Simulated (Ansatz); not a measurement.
# CH5AlO2S: one molecule under many settings, part 2 of 2

Ansatz 0.2.0, Gaussian basis; the settings change from run to run.

**7. SPW92/def2-SVPD**

Set apart from the defaults: atoms shaken by 0.15 Å, high accuracy.

in.yaml reads:

```yaml
crystal:
  periodic: [false, false, false]
  atoms:
    - {symbol: C, position_ang: [-0.742675, 0.627087, 1.718538]}
    - {symbol: O, position_ang: [-0.293354, -0.250114, 1.328587]}
    - {symbol: Al, position_ang: [0.413334, -0.567563, -0.714082]}
    - {symbol: O, position_ang: [0.249913, -2.139941, -1.077092]}
    - {symbol: S, position_ang: [0.643440, 1.150282, -1.700220]}
    - {symbol: H, position_ang: [-0.306707, 0.536124, 2.664194]}
    - {symbol: H, position_ang: [-0.421221, 1.411126, 1.549613]}
    - {symbol: H, position_ang: [-1.465004, 0.642878, 2.323764]}
    - {symbol: H, position_ang: [0.829219, -2.531302, -2.107255]}
    - {symbol: H, position_ang: [0.837514, 0.489138, -3.019382]}
basis:
  gaussian: {orbitals: def2-SVPD}
hamiltonian: {xc: {name: SPW92}}
accuracy: high
output: {forces: true}
```

The run is started by

```
$ ansatz run in.yaml --threads 4 --pin off --events-out ev --progress --plain --max-ram 10444MiB
```

Log (excerpt; [...] marks lines left out):

```text
Functional definition: SPW92
  name "SPW92"
  cite "Dirac, Proc. Camb. Phil. Soc. 26, 376 (1930) doi:10.1017/S0305004100016108"
  cite "Slater, Phys. Rev. 81, 385 (1951) doi:10.1103/PhysRev.81.385"
  cite "Perdew & Wang, Phys. Rev. B 45, 13244 (1992) doi:10.1103/PhysRevB.45.13244"
[...]
3051 factors; integrals over basis functions are off by at most 3.8e-9 eV
[...]
mean field -22522.68745611 eV, -827.6934975862 hartree, gradient 2.0e-8 eV, S^2 0.000000; 2 other end points of the search recorded, 0 dependent functions left out
[...]
reference -22522.68746118 eV, -827.6934977723 hartree; 28, 28 occupied and 129, 129 virtual orbitals, 3051 factors
Total energy: -22522.68746118 eV, -827.6934977723 hartree
Atom 0 at    -0.742675     0.627087     1.718538 Å, force   -11.201431    12.667580    11.731300 eV/Å
Atom 1 at    -0.293354    -0.250114     1.328587 Å, force    14.735835   -30.769859   -19.843811 eV/Å
Atom 2 at     0.413334    -0.567563    -0.714082 Å, force    -2.201906    -0.112939     5.358458 eV/Å
Atom 3 at     0.249913    -2.139941    -1.077092 Å, force     2.594160    -4.393705    -5.197932 eV/Å
Atom 4 at     0.643440     1.150282    -1.700220 Å, force     0.928041     2.270155    -3.608940 eV/Å
Atom 5 at    -0.306707     0.536124     2.664194 Å, force     2.398377     1.880223     5.414685 eV/Å
Atom 6 at    -0.421221     1.411126     1.549613 Å, force     5.132732    15.838261    -3.943381 eV/Å
Atom 7 at    -1.465004     0.642878     2.323764 Å, force    -9.668139     0.181395     3.797413 eV/Å
Atom 8 at     0.829219    -2.531302    -2.107255 Å, force    -2.453448     1.548998     4.384237 eV/Å
Atom 9 at     0.837514     0.489138    -3.019382 Å, force    -0.264221     0.889890     1.907971 eV/Å
Dipole moment:     0.463258     0.000446    -0.753487 e Å
```

Wall time 5.5 s (4 threads of Arm Neoverse V1, shared host); peak memory 0.61 GiB.

Largest force 39.468 eV/Å, dipole 4.25 D.

**8. wB97X-V/cc-pVDZ**

Options: high accuracy, the search for lower states set to full.

in.yaml reads:

```yaml
crystal:
  periodic: [false, false, false]
  atoms:
    - {symbol: C, position_ang: [-0.566403, 0.650992, 1.788817]}
    - {symbol: O, position_ang: [-0.293866, -0.412154, 0.924348]}
    - {symbol: Al, position_ang: [0.218271, -0.557820, -0.661634]}
    - {symbol: O, position_ang: [0.405007, -2.112442, -1.284877]}
    - {symbol: S, position_ang: [0.605409, 1.265941, -1.797439]}
    - {symbol: H, position_ang: [0.064983, 0.579785, 2.680291]}
    - {symbol: H, position_ang: [-0.389167, 1.630017, 1.325902]}
    - {symbol: H, position_ang: [-1.612133, 0.614226, 2.110691]}
    - {symbol: H, position_ang: [0.690345, -2.310630, -2.173590]}
    - {symbol: H, position_ang: [0.960555, 0.600986, -2.909611]}
basis:
  gaussian: {orbitals: cc-pVDZ}
hamiltonian: {xc: {name: wB97X-V}}
accuracy: high
scf: {lower_state_search: full}
```

Launched as before.

Log (excerpt; [...] marks lines left out):

```text
Functional definition: wB97X-V
  name "wB97X-V"
  cite "Mardirossian & Head-Gordon, Phys. Chem. Chem. Phys. 16, 9904 (2014) doi:10.1039/C3CP54374A"
  cite "Becke, J. Chem. Phys. 107, 8554 (1997) doi:10.1063/1.475007"
  cite "Vydrov & Van Voorhis, J. Chem. Phys. 133, 244103 (2010) doi:10.1063/1.3521275"
[...]
      + integral(e_c_pw_opposite_spin*poly(b97_u_opposite, cos0, cos1)) + vv10(b, c)
2382 factors; integrals over basis functions are off by at most 8.1e-9 eV
454 factors; integrals over basis functions are off by at most 1.6e-9 eV
[...]
mean field -22644.18458178 eV, -832.1584346009 hartree, gradient 8.1e-8 eV, S^2 0.000000; 0 other end points of the search recorded, 0 dependent functions left out
reference -22644.18458158 eV, -832.1584345936 hartree; 28, 28 occupied and 75, 75 virtual orbitals, 2382 factors
Total energy: -22644.18458158 eV, -832.1584345936 hartree
```

Run time: 30 s. Hardware: 4 threads of Arm Neoverse V1, shared host; peak memory 0.68 GiB.

**9. B3LYP/def2-TZVPD**

Set apart from the defaults: charge +1, multiplicity 2, coordinates scaled by 0.92.

in.yaml reads:

```yaml
crystal:
  periodic: [false, false, false]
  atoms:
    - {symbol: C, position_ang: [-0.521091, 0.598913, 1.645712]}
    - {symbol: O, position_ang: [-0.270357, -0.379182, 0.850400]}
    - {symbol: Al, position_ang: [0.200810, -0.513195, -0.608704]}
    - {symbol: O, position_ang: [0.372607, -1.943446, -1.182087]}
    - {symbol: S, position_ang: [0.556976, 1.164665, -1.653644]}
    - {symbol: H, position_ang: [0.059784, 0.533402, 2.465868]}
    - {symbol: H, position_ang: [-0.358034, 1.499616, 1.219830]}
    - {symbol: H, position_ang: [-1.483163, 0.565088, 1.941835]}
    - {symbol: H, position_ang: [0.635117, -2.125780, -1.999702]}
    - {symbol: H, position_ang: [0.883711, 0.552907, -2.676842]}
basis:
  gaussian: {orbitals: def2-TZVPD}
total_charge: 1
magnetization: {spin_polarized: true, initial_magnetization: 1}
hamiltonian: {xc: {name: B3LYP}}
output: {forces: true}
```

The command is unchanged.

Log (excerpt; [...] marks lines left out):

```text
Functional definition: B3LYP
  name "B3LYP"
  cite "Stephens, Devlin, Chabalowski & Frisch, J. Phys. Chem. 98, 11623 (1994) doi:10.1021/j100096a001"
  cite "Becke, Phys. Rev. A 38, 3098 (1988) doi:10.1103/PhysRevA.38.3098"
  cite "Lee, Yang & Parr, Phys. Rev. B 37, 785 (1988) doi:10.1103/PhysRevB.37.785"
  cite "Vosko, Wilk & Nusair, Can. J. Phys. 58, 1200 (1980) doi:10.1139/p80-159"
[...]
1373 factors; their error is unknown
[...]
mean field -22640.78173901 eV, -832.0333824356 hartree, gradient 2.2e-6 eV, S^2 0.757359; 7 other end points of the search recorded, 0 dependent functions left out
[...]
reference -22640.78202306 eV, -832.0333928740 hartree; 28, 27 occupied and 223, 224 virtual orbitals, 1373 factors
Total energy: -22640.78202306 eV, -832.0333928740 hartree
Atom 0 at    -0.521091     0.598913     1.645712 Å, force    -0.028991     1.424531     0.295949 eV/Å
Atom 1 at    -0.270357    -0.379182     0.850400 Å, force    -0.990063    -2.647492     2.954414 eV/Å
Atom 2 at     0.200810    -0.513195    -0.608704 Å, force     0.740313    -0.933186    -2.302329 eV/Å
Atom 3 at     0.372607    -1.943446    -1.182087 Å, force    -0.921583    -2.763078     2.767927 eV/Å
Atom 4 at     0.556976     1.164665    -1.653644 Å, force    -0.260806     5.864699     0.985589 eV/Å
Atom 5 at     0.059784     0.533402     2.465868 Å, force     1.957572    -0.317922     3.597684 eV/Å
Atom 6 at    -0.358034     1.499616     1.219830 Å, force     0.532594     3.376994    -1.393793 eV/Å
Atom 7 at    -1.483163     0.565088     1.941835 Å, force    -3.763688    -0.203446     1.654473 eV/Å
Atom 8 at     0.635117    -2.125780    -1.999702 Å, force     1.666523    -1.978252    -5.214029 eV/Å
Atom 9 at     0.883711     0.552907    -2.676842 Å, force     1.068129    -1.822850    -3.345885 eV/Å
Dipole moment:     0.064443     0.533393    -0.188559 e Å
```

Run time: 38 s. Hardware: 4 threads of Arm Neoverse V1, shared host; peak memory 1 GiB.

Largest force 5.953 eV/Å, ⟨S²⟩ 0.757.

**10. SPW92/aug-pcseg-2**

This run has multiplicity 3, relativity set to none.

in.yaml reads:

```yaml
crystal:
  periodic: [false, false, false]
  atoms:
    - {symbol: C, position_ang: [-0.566403, 0.650992, 1.788817]}
    - {symbol: O, position_ang: [-0.293866, -0.412154, 0.924348]}
    - {symbol: Al, position_ang: [0.218271, -0.557820, -0.661634]}
    - {symbol: O, position_ang: [0.405007, -2.112442, -1.284877]}
    - {symbol: S, position_ang: [0.605409, 1.265941, -1.797439]}
    - {symbol: H, position_ang: [0.064983, 0.579785, 2.680291]}
    - {symbol: H, position_ang: [-0.389167, 1.630017, 1.325902]}
    - {symbol: H, position_ang: [-1.612133, 0.614226, 2.110691]}
    - {symbol: H, position_ang: [0.690345, -2.310630, -2.173590]}
    - {symbol: H, position_ang: [0.960555, 0.600986, -2.909611]}
basis:
  gaussian: {orbitals: aug-pcseg-2}
magnetization: {spin_polarized: true, initial_magnetization: 2}
hamiltonian: {xc: {name: SPW92}, pseudopotentials: {relativity: none}}
```

Launched as before.

Log (excerpt; [...] marks lines left out):

```text
Functional definition: SPW92
  name "SPW92"
  cite "Dirac, Proc. Camb. Phil. Soc. 26, 376 (1930) doi:10.1017/S0305004100016108"
  cite "Slater, Phys. Rev. 81, 385 (1951) doi:10.1103/PhysRev.81.385"
  cite "Perdew & Wang, Phys. Rev. B 45, 13244 (1992) doi:10.1103/PhysRevB.45.13244"
[...]
1541 factors; their error is unknown
[...]
mean field -22541.63002284 eV, -828.3896240739 hartree, gradient 2.8e-6 eV, S^2 2.001381; 10 other end points of the search recorded, 0 dependent functions left out
reference -22541.63008896 eV, -828.3896265037 hartree; 29, 27 occupied and 324, 326 virtual orbitals, 1541 factors
Total energy: -22541.63008896 eV, -828.3896265037 hartree
```

It took 35 s on 4 threads of Arm Neoverse V1, shared host; peak memory 1.8 GiB.

⟨S²⟩ 2.001.

**11. The runs in one table**

```
              level  charge  multiplicity  geometry  functions  energy (eV)    time
  wPBEh/def2-mTZVPP       0             1   relaxed        141   -22639.904   3.3 s
PBEsol/x2c-TZVPPall       0             1   relaxed        247   -22633.311   1.6 s
    B3LYP/def2-SVPD       0             1   relaxed        157   -22641.487   2.7 s
  SVWN5/def2-mTZVPP       0             1   relaxed        141   -22545.890  0.75 s
     r2SCAN/cc-pVDZ       0             1   relaxed        103   -22642.228    22 s
    SPW92/def2-SVPD       0             1    shaken        157   -22522.687   5.5 s
    wB97X-V/cc-pVDZ       0             1   relaxed        103   -22644.185    30 s
   B3LYP/def2-TZVPD       1             2    scaled        251   -22640.782    38 s
  SPW92/aug-pcseg-2       0             3   relaxed        353   -22541.630    35 s
```

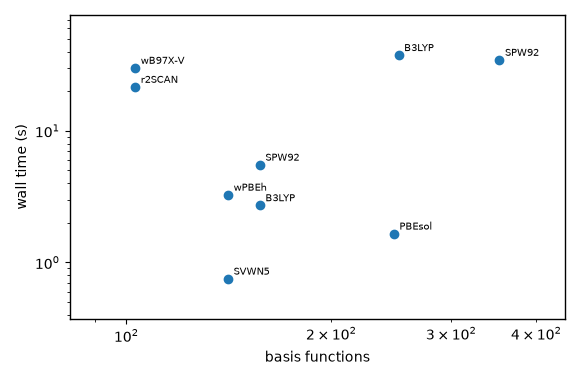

Wall time against the number of basis functions (shared host).

**12. What came out**

What follows sums up all 2 parts.

```
                                         quantity                      value
                                             runs                          9
                                         quickest  SVWN5/def2-mTZVPP, 0.75 s
                                          slowest     B3LYP/def2-TZVPD, 38 s
spread of total energies, same state and geometry                    98.3 eV
                  dipole, same state and geometry             1.13 to 1.16 D
```

**Reading.** Run time spans a factor of 50, from SVWN5/def2-mTZVPP to B3LYP/def2-TZVPD. The jobs differ in tasks and options as well as level. The totals spread over 98 eV; they can't be compared across methods or bases. Some of these runs are scalar-relativistic and others not, which shifts the totals of all-electron atoms past neon by eV; core potentials, where a basis has them, take the core out of the total altogether. At the PBE0-D4/def2-TZVP geometry and in the same state, runs without warnings or point charges leave forces up to 0.56 eV/Å (PBEsol/x2c-TZVPPall), against 39.5 eV/Å where the atoms were moved. At that geometry and state the dipole changes by 3 % between the lowest and highest value.
